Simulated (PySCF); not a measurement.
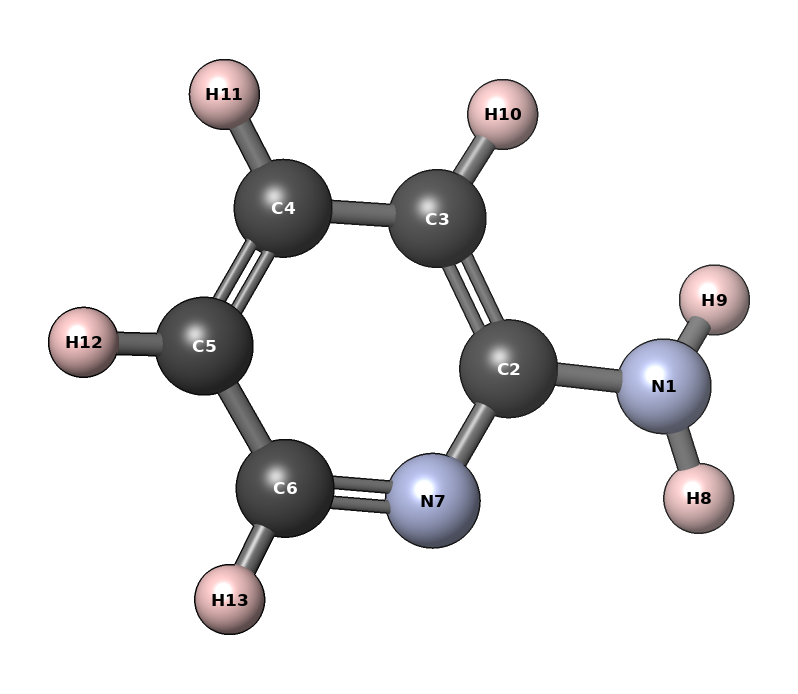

Computed geometry: GFN2-xTB optimisation. No frequency run is at hand to confirm it as a minimum. Level of theory: B3LYP/pcJ-1 indirect spin-spin coupling, non-relativistic, gas phase (PySCF 2.14.0). Isotopes: 13C, 1H, 15N.

Give the spin–spin coupling constants of these pairs, with the number of bonds between them: C2/N7, C6/N7, N1/N7, N1/C4, N1/C6, C4/N7, N7/H8, N7/H9.

| pair | bonds apart | J (Hz) |
| --- | --- | --- |
| C2, N7 | 1 | −5.8 |
| C6, N7 | 1 | −3.5 |
| N1, N7 | 2 | 8.4 |
| N1, C4 | 3 | −1.1 |
| N1, C6 | 3 | −2.8 |
| C4, N7 | 3 | −2.4 |
| N7, H8 | 3 | −0.6 |
| N7, H9 | 3 | −6.8 |
